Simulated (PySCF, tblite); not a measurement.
# C₅H₆O₂: a rotation path, then NMR shifts on frames, part 2 of 2

tblite 0.8.0 and PySCF 2.14.0. Atoms count from 0. Earlier steps stand in the parts before.

## 5. NMR shieldings: image 5, PBE0/pcSseg-1

The job: settings as JSON, then the geometry in Å.

```
{"job": {"kind": "nmr", "xc": "PBE0", "basis": "pcSseg-1", "pop": false}, "charge": 0, "multiplicity": 1}
C      0.333200    -1.119700    -1.547000
C     -0.631800    -0.613600    -0.788000
C     -0.584300     0.270300     0.369000
C     -1.719200     0.629600     0.982200
O      0.547200     0.858200     0.949100
C      1.839400     0.674500     0.779800
O      2.448300    -0.052300     0.054200
H      0.080300    -1.771200    -2.366500
H      1.379500    -0.935700    -1.387600
H     -1.657200    -0.865200    -1.029500
H     -1.705600     1.291000     1.829600
H     -2.674600     0.270900     0.650000
H      2.340500     1.363600     1.486900
```

With the program's defaults for keys left out, this is: GIAO PBE0/pcSseg-1 NMR shielding, non-relativistic, gas phase.

What it wrote:

```text
coarse grid: 11328 points
cycle   1  E = -343.8914122796  dE =  1.216e+00  |g| = 8.677e-01  |ddm| = 3.297e+00
cycle   2  E = -343.5543786518  dE =  3.370e-01  |g| = 1.589e+00  |ddm| = 1.539e+00
cycle   3  E = -344.0216721005  dE = -4.673e-01  |g| = 2.862e-01  |ddm| = 1.149e+00
cycle   4  E = -344.0365061871  dE = -1.483e-02  |g| = 7.957e-02  |ddm| = 2.259e-01
cycle   5  E = -344.0374924934  dE = -9.863e-04  |g| = 2.186e-02  |ddm| = 5.126e-02
cycle   6  E = -344.0376002634  dE = -1.078e-04  |g| = 4.439e-03  |ddm| = 1.844e-02
cycle   7  E = -344.0376044422  dE = -4.179e-06  |g| = 1.284e-03  |ddm| = 4.463e-03
final grid: 110688 points
cycle   8  E = -344.1014274493  dE = -1.783e-05  |g| = 1.267e-02  |ddm| = 3.094e-02
cycle   9  E = -344.1013876833  dE =  3.977e-05  |g| = 1.958e-02  |ddm| = 1.921e-02
cycle  10  E = -344.1014562421  dE = -6.856e-05  |g| = 2.815e-03  |ddm| = 1.216e-02
cycle  11  E = -344.1014577439  dE = -1.502e-06  |g| = 5.056e-04  |ddm| = 1.938e-03
cycle  12  E = -344.1014577904  dE = -4.653e-08  |g| = 9.969e-05  |ddm| = 3.909e-04
cycle  13  E = -344.1014577926  dE = -2.172e-09  |g| = 2.694e-05  |ddm| = 9.442e-05
cycle  14  E = -344.1014577928  dE = -1.371e-10  |g| = 1.106e-05  |ddm| = 2.782e-05
converged SCF energy = -344.1014577928

GIAO shielding tensors (ppm)
atom      isotropic    diamagn.    paramagn.     s11        s22        s33       span
  0 C       53.006     254.985    -201.980    -52.521     43.713    167.825    220.346
  1 C       52.630     256.754    -204.124    -60.130     75.305    142.716    202.846
  2 C       19.545     251.582    -232.037    -86.890     58.534     86.991    173.881
  3 C       71.397     255.263    -183.866    -21.761     88.202    147.750    169.511
  4 O       85.040     401.008    -315.967    -65.296    135.782    184.636    249.931
  5 C       28.486     245.206    -216.720    -80.419     76.434     89.442    169.861
  6 O     -107.471     402.701    -510.172   -388.650   -184.323    250.559    639.208
  7 H       25.870      29.384      -3.515     23.918     25.212     28.479      4.561
  8 H       23.835      32.274      -8.439     19.546     24.724     27.235      7.689
  9 H       25.349      32.305      -6.956     22.757     23.780     29.510      6.753
 10 H       26.423      30.716      -4.293     23.872     25.112     30.286      6.414
 11 H       26.690      31.201      -4.511     24.534     25.266     30.269      5.735
 12 H       23.749      26.030      -2.281     18.745     24.408     28.094      9.349
```

It took 16 s on 1 thread of Arm Neoverse V1, shared host; peak memory 0.73 GiB.

In short: δ C2 167.4, C5 158.4, C1 134.3, C0 133.9, H12 7.97, H8 7.88 ppm.

## 6. Nuclear shieldings: image 6, PBE0/pcSseg-1

The job: settings as JSON, then the geometry in Å.

```
{"job": {"kind": "nmr", "xc": "PBE0", "basis": "pcSseg-1", "pop": false}, "charge": 0, "multiplicity": 1}
C      0.355200    -1.243300    -1.426400
C     -0.619700    -0.604000    -0.790600
C     -0.582200     0.215600     0.411900
C     -1.713500     0.656000     0.972600
O      0.569400     0.560900     1.129900
C      1.801600     0.751400     0.699100
O      2.273700     0.607000    -0.387100
H      0.132300    -1.811100    -2.314100
H      1.389000    -1.209000    -1.137600
H     -1.630500    -0.699600    -1.167700
H     -1.692700     1.240100     1.874800
H     -2.673000     0.431400     0.547400
H      2.386000     1.105000     1.570100
```

Method: GIAO PBE0/pcSseg-1 NMR shielding, non-relativistic, gas phase.

What it wrote:

```text
coarse grid: 11328 points
cycle   1  E = -343.8919944790  dE =  1.213e+00  |g| = 8.735e-01  |ddm| = 3.295e+00
cycle   2  E = -343.5467612535  dE =  3.452e-01  |g| = 1.606e+00  |ddm| = 1.522e+00
cycle   3  E = -344.0243605622  dE = -4.776e-01  |g| = 2.846e-01  |ddm| = 1.133e+00
cycle   4  E = -344.0389508038  dE = -1.459e-02  |g| = 8.166e-02  |ddm| = 2.259e-01
cycle   5  E = -344.0399910925  dE = -1.040e-03  |g| = 2.162e-02  |ddm| = 5.118e-02
cycle   6  E = -344.0400954137  dE = -1.043e-04  |g| = 4.473e-03  |ddm| = 1.780e-02
cycle   7  E = -344.0400996539  dE = -4.240e-06  |g| = 1.162e-03  |ddm| = 4.328e-03
final grid: 110688 points
cycle   8  E = -344.1039935028  dE = -1.876e-05  |g| = 1.253e-02  |ddm| = 3.071e-02
cycle   9  E = -344.1039573132  dE =  3.619e-05  |g| = 1.899e-02  |ddm| = 1.816e-02
cycle  10  E = -344.1040217328  dE = -6.442e-05  |g| = 2.606e-03  |ddm| = 1.141e-02
cycle  11  E = -344.1040230498  dE = -1.317e-06  |g| = 5.199e-04  |ddm| = 1.840e-03
cycle  12  E = -344.1040230986  dE = -4.886e-08  |g| = 1.045e-04  |ddm| = 4.000e-04
cycle  13  E = -344.1040231007  dE = -2.111e-09  |g| = 3.758e-05  |ddm| = 9.710e-05
cycle  14  E = -344.1040231010  dE = -2.932e-10  |g| = 1.530e-05  |ddm| = 3.837e-05
converged SCF energy = -344.1040231010

GIAO shielding tensors (ppm)
atom      isotropic    diamagn.    paramagn.     s11        s22        s33       span
  0 C       54.527     254.783    -200.256    -51.719     46.903    168.397    220.115
  1 C       51.738     256.543    -204.805    -58.418     72.391    141.240    199.658
  2 C       21.322     252.197    -230.874    -86.849     59.257     91.560    178.410
  3 C       71.668     255.008    -183.340    -22.772     88.336    149.440    172.212
  4 O       84.987     401.581    -316.594    -67.643    137.081    185.523    253.166
  5 C       27.188     245.567    -218.379    -82.142     74.466     89.240    171.382
  6 O     -114.516     402.949    -517.465   -407.835   -201.861    266.149    673.984
  7 H       25.868      29.302      -3.434     23.845     25.322     28.437      4.592
  8 H       25.082      32.635      -7.553     21.289     25.180     28.778      7.489
  9 H       25.319      32.277      -6.958     22.918     23.864     29.173      6.255
 10 H       26.403      30.621      -4.217     23.812     25.055     30.343      6.531
 11 H       26.647      31.140      -4.493     24.432     25.332     30.177      5.746
 12 H       23.654      26.308      -2.654     18.794     24.170     27.998      9.205
```

Wall time 14 s (1 thread of Arm Neoverse V1, shared host); peak memory 0.73 GiB.

This run: δ C2 165.6, C5 159.7, C1 135.2, C0 132.4, H12 8.06, H8 6.63 ppm.

## 7. Shielding tensors: image 8, PBE0/pcSseg-1

The job: settings as JSON, then the geometry in Å.

```
{"job": {"kind": "nmr", "xc": "PBE0", "basis": "pcSseg-1", "pop": false}, "charge": 0, "multiplicity": 1}
C      0.390900    -1.375400    -1.307400
C     -0.611400    -0.650900    -0.824800
C     -0.572300     0.091800     0.424900
C     -1.613500     0.726000     0.954900
O      0.647900     0.097300     1.124300
C      1.636500     0.837600     0.648100
O      1.614600     1.551200    -0.307900
H      0.306300    -1.902600    -2.241200
H      1.332000    -1.470300    -0.790700
H     -1.548000    -0.577400    -1.358100
H     -1.527500     1.265800     1.881000
H     -2.573600     0.709800     0.474000
H      2.513800     0.697700     1.305000
```

Level: GIAO PBE0/pcSseg-1 NMR shielding, non-relativistic, gas phase.

What it wrote:

```text
coarse grid: 11328 points
cycle   1  E = -343.8997630022  dE =  1.206e+00  |g| = 8.780e-01  |ddm| = 3.304e+00
cycle   2  E = -343.5509421521  dE =  3.488e-01  |g| = 1.619e+00  |ddm| = 1.551e+00
cycle   3  E = -344.0341817355  dE = -4.832e-01  |g| = 2.825e-01  |ddm| = 1.156e+00
cycle   4  E = -344.0483024623  dE = -1.412e-02  |g| = 8.523e-02  |ddm| = 2.267e-01
cycle   5  E = -344.0494181133  dE = -1.116e-03  |g| = 2.212e-02  |ddm| = 5.058e-02
cycle   6  E = -344.0495206829  dE = -1.026e-04  |g| = 5.982e-03  |ddm| = 1.746e-02
cycle   7  E = -344.0495275826  dE = -6.900e-06  |g| = 2.633e-03  |ddm| = 6.193e-03
final grid: 110688 points
cycle   8  E = -344.1129630946  dE = -1.392e-05  |g| = 1.317e-02  |ddm| = 2.582e-02
cycle   9  E = -344.1129122149  dE =  5.088e-05  |g| = 2.092e-02  |ddm| = 2.057e-02
cycle  10  E = -344.1129954837  dE = -8.327e-05  |g| = 2.390e-03  |ddm| = 1.326e-02
cycle  11  E = -344.1129966348  dE = -1.151e-06  |g| = 4.942e-04  |ddm| = 1.739e-03
cycle  12  E = -344.1129966760  dE = -4.123e-08  |g| = 1.384e-04  |ddm| = 3.991e-04
cycle  13  E = -344.1129966793  dE = -3.245e-09  |g| = 6.597e-05  |ddm| = 1.392e-04
cycle  14  E = -344.1129966803  dE = -1.061e-09  |g| = 1.114e-05  |ddm| = 5.739e-05
cycle  15  E = -344.1129966804  dE = -2.854e-11  |g| = 2.813e-06  |ddm| = 1.135e-05
converged SCF energy = -344.1129966804

GIAO shielding tensors (ppm)
atom      isotropic    diamagn.    paramagn.     s11        s22        s33       span
  0 C       61.894     255.275    -193.381    -49.176     60.769    174.089    223.265
  1 C       49.426     255.219    -205.793    -64.690     65.470    147.497    212.187
  2 C       22.701     254.904    -232.203    -87.753     63.078     92.777    180.530
  3 C       72.329     254.278    -181.949    -24.083     85.650    155.420    179.502
  4 O       83.461     403.866    -320.405    -55.965    117.307    189.042    245.007
  5 C       23.650     247.101    -223.451    -84.607     74.588     80.968    165.576
  6 O     -124.813     402.037    -526.850   -419.127   -237.859    282.548    701.675
  7 H       26.078      29.257      -3.179     23.918     25.441     28.875      4.957
  8 H       26.200      32.731      -6.531     23.010     25.165     30.425      7.415
  9 H       25.195      32.028      -6.834     23.481     23.879     28.225      4.745
 10 H       26.370      30.471      -4.101     23.600     24.981     30.528      6.928
 11 H       26.429      31.037      -4.608     24.107     25.384     29.795      5.688
 12 H       23.576      27.223      -3.647     19.921     23.232     27.575      7.655
```

It took 15 s on 1 thread of Arm Neoverse V1, shared host; peak memory 0.73 GiB.

This run: δ C2 164.2, C5 163.3, C1 137.5, C0 125.0, H12 8.14, H9 6.52 ppm.

## 8. Comparing the runs: NMR shifts

Shifts (ppm) of some atoms, chosen among heavy atoms and hydrogens apart, with basis size and wall time:

```tsv
frame	C2	C1	C0	H10	H8	O6	O4	functions	time
image 0	157.9	140.3	122.6	6.05	6.05	452.5	242.4	149	21 s
image 2	163.3	138.7	123.9	5.28	5.66	451.8	252.3	149	15 s
image 5	167.4	134.3	133.9	5.29	7.88	443.6	251.0	149	16 s
image 6	165.6	135.2	132.4	5.31	6.63	450.6	251.1	149	14 s
image 8	164.2	137.5	125.0	5.35	5.52	460.9	252.6	149	15 s
```

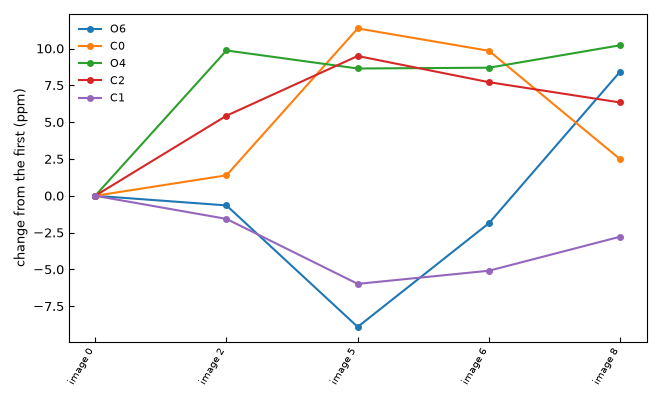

How five of the tabulated atoms move from run to run.

## 9. Results

This closing draws on all 2 parts.

| quantity | value |
| --- | --- |
| barrier | 0.273 eV (6.3 kcal/mol) at image 5 |
| end to end (GFN2-xTB) | 0.033 eV |
| 13C shifts against TMS (PBE0/pcSseg-1, image 0) | 162.8, 157.9, 140.3, 122.6, 114.4 ppm |
| 1H shifts against TMS (PBE0/pcSseg-1, image 0) | 8.33, 6.36, 6.05, 6.05, 5.55, 5.47 ppm |
| 17O shifts against H2O (PBE0/pcSseg-1, image 0) | 452.5, 242.4 ppm |
| surface potential, 1st and 99th percentile | -1.51 V and 1.15 V |
| range of the shift of O6 | 443.6 to 460.9 ppm |

**Reading.** Along the band the dihedral turns by 222°, and the top (dihedral -11°) lies 6.3 kcal/mol above the start (GFN2-xTB, rough), so at room temperature this motion is fast. Ends this close can change order at a higher level. The top was not checked by a frequency run. Shifts at one fixed geometry are not the observed spectrum, which averages over the motion. In the first frame run (image 0): The widest tensor belongs to O6: span 739 ppm, with a paramagnetic part of -517 ppm. At PBE0/pcSseg-1, counted by nearest atom on the grid, the HOMO lies on C3 29 %; C0 22 %, the LUMO on C0, C3 about 20 % each; C1, C2 about 13 % each. Across the 5 runs the shift of O6 moves most, between 443.6 (image 5) and 460.9 ppm (image 8).
